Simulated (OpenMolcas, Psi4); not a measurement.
# TaF5 (tantalum pentafluoride): the vertical ionisation energy, rung by rung

The species is TaF5 (6 atoms), meant as a singlet with charge 0. SMILES: `F[Ta](F)(F)(F)F`. Geometry: relaxed at PBE0-D4/def2-TZVP.

Each level gives the vertical ionisation energy (to the doublet cation) (eV). The values are calculated.

```tsv
level	kind	program	value (eV)	CPU time (all runs)
HF/def2-SVP (core potential)	Hartree–Fock	OpenMolcas	15.18	35 s
SVWN5/def2-SVP (core potential)	LDA	Psi4	13.84	3.5 min
PBE/def2-SVP (core potential)	GGA	OpenMolcas	13.52	2.7 min
M06-L/def2-SVP (core potential)	meta-GGA	OpenMolcas	14.00	4.1 min
r2SCAN/def2-SVP (core potential)	meta-GGA	OpenMolcas	14.04	4.2 min
B3LYP/def2-SVP (core potential)	global hybrid	OpenMolcas	14.49	3.2 min
PBE0/def2-SVP (core potential)	global hybrid	OpenMolcas	14.65	3 min
DSD-PBEP86/def2-SVP (core potential, density fitting for correlation)	double hybrid	Psi4	15.34	39 s
```

Spin-orbit coupling, which can split open shells on such heavy atoms by tenths of an eV, is left out. The values span 13.52 to 15.34 eV. Times are those of the runs behind each value, whatever else they computed, on shared processors of several kinds: orders of magnitude only.

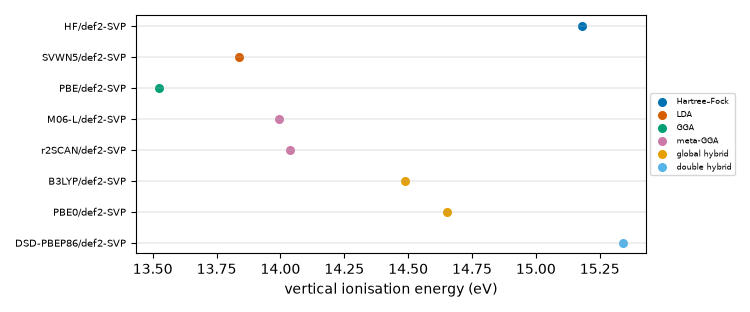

The values of the table, level by level.
